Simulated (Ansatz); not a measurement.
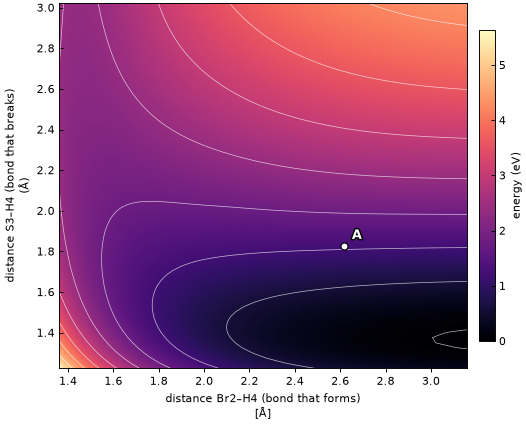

The reacting system AlBrH2OS (fragments AlBrH₂OS where the first distance is long, AlHOS + BrH where the second is long). The first coordinate is: distance Br2–H4 (bond that forms); the second: distance S3–H4 (bond that breaks). Relaxed at each point: all other coordinates. The grid has 13 × 13 points. Points are written as (first, second). Energies: eV, counted from the lowest grid point. The reference is spin-restricted, so regions where a bond is pulled apart into radicals lie too high. Computed with Ansatz, RKS PBE-D4/def2-SVP.

In the figure: a smooth colour map with a few white contour lines, the point A. Between grid points the surface is interpolated.

Which way does the force act at A, and how strong is it?

A, at (2.615 Å, 1.827 Å), is not a stationary point. The computed force is 0.073 eV for each Å towards larger values of the first coordinate and 3.4 eV for each Å towards smaller values of the second coordinate.
